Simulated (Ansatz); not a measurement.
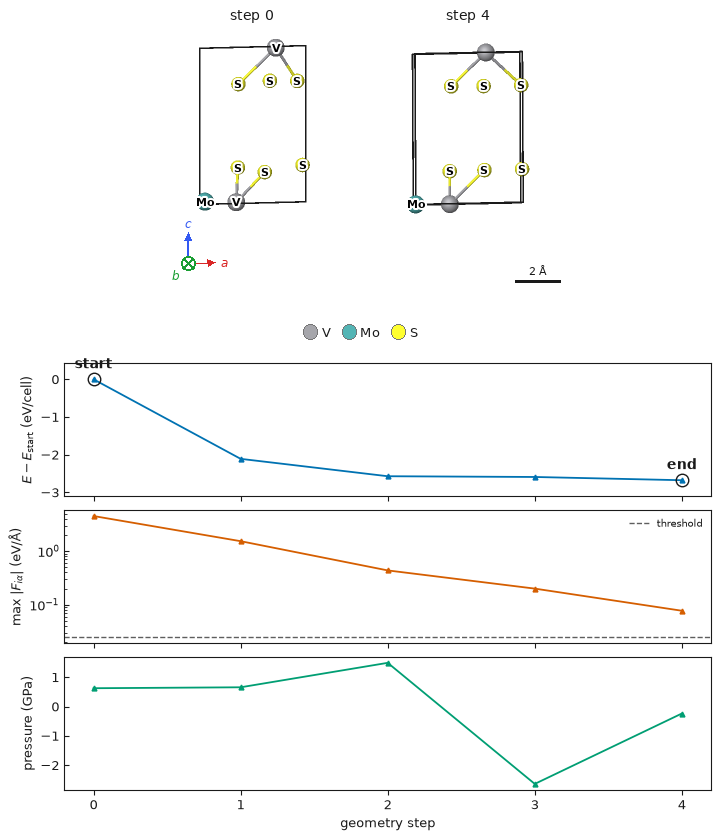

First and last geometry of a relaxation of solid V2MoS6 (a generated structure, set up in P1) (coarse preliminary run), with the history of the run. The picture is a ball-and-stick view of the cell of the calculation, seen along the b axis.

Method: DFT PBE, scalar-relativistic, plane waves, PAW in Ansatz.

Input file:
```yaml
crystal:
  lattice:
    - [5.4080700105, 0.0699248766, 0.0459587068]
    - [-2.6434782857, 4.8476266308, 0.0306358994]
    - [0.0574258523, 0.0773566005, 7.0492078186]
  atoms:
    - { symbol: V, position: [0.344208749, 0.692574468, 1.0081760638] }
    - { symbol: V, position: [0.7174905914, 0.3662484617, 0.9914641032] }
    - { symbol: Mo, position: [0.0483327964, 0.0216860656, 1.0169864603] }
    - { symbol: S, position: [0.661903394, -0.0260882964, 0.7808740039] }
    - { symbol: S, position: [0.3649767623, 0.3389596928, 0.764508286] }
    - { symbol: S, position: [0.9203582968, 0.6381710523, 0.7753116573] }
    - { symbol: S, position: [0.3593390448, -0.0250613803, 0.230067871] }
    - { symbol: S, position: [-0.029772774, 0.3262443959, 0.2360813573] }
    - { symbol: S, position: [0.6131631394, 0.6672655404, 0.1965301974] }
basis:
  ecutwfc: 420
kpoints:
  mp_grid: { grid: [6, 6, 4] }
hamiltonian:
  xc: pbe
scf:
  occupations: { method: gaussian, width: 0.2 }
  lower_state_search: "off"
output:
  forces: true
  stress: true
  eigenvalues: true
relax:
  adjacent_minimum: "off"
  f_tol: 0.025
  max_steps: 60
  cell: { stress_tol: 0.25 }
```

Run as
```bash
ansatz run input.yaml --threads 1 --pin off --max-ram 2560MiB --backend cpu --events-out ev --progress --plain --runs-dir out
```

### Did the run converge, and what did it change?

The run was cut off at its time limit before the relaxation converged, so the last structure is only a point on the way. Over 4 geometry steps the energy falls by 2.675 eV per cell of the calculation. Largest force component: 4.5 eV/Å at the start, 0.077 eV/Å at the end. The pressure goes from 0.63 to −0.24 GPa. The largest move relative to the cell is that of S6, 0.41 Å roughly along [3 1 0]. By element the largest moves are S 0.41 Å, Mo 0.27 Å, V 0.25 Å. Cell: a 5.409 → 5.520 Å (+2.1 %), b 5.522 → 5.541 Å (+0.3 %), c 7.050 → 6.802 Å (−3.5 %), α 89.4° → 89.9°, β 89.0° → 89.4°, γ 117.9° → 119.7°. Volume −2.9 %. Among the contacts that change: S7–S9 2.647 → 3.146 Å, S5–S6 2.670 → 3.160 Å, S4–S6 2.795 → 3.268 Å, V1–S6 2.745 → 2.357 Å. Bond angles that change, for instance: S6–V2–S8 119.3° → 94.8°, S6–Mo3–S8 157.1° → 179.5°, S4–Mo3–S6 65.3° → 85.2°. The space group stays P1 (No. 1). Cost: 9.7 min on 1 thread of Intel(R) Xeon(R) Processor @ 2.50GHz (Skylake/Cascade Lake), with other jobs on the host, peak memory 0.77 GiB.

Limits of the set-up: layers or molecules are held without a dispersion correction, so their spacing is unreliable.
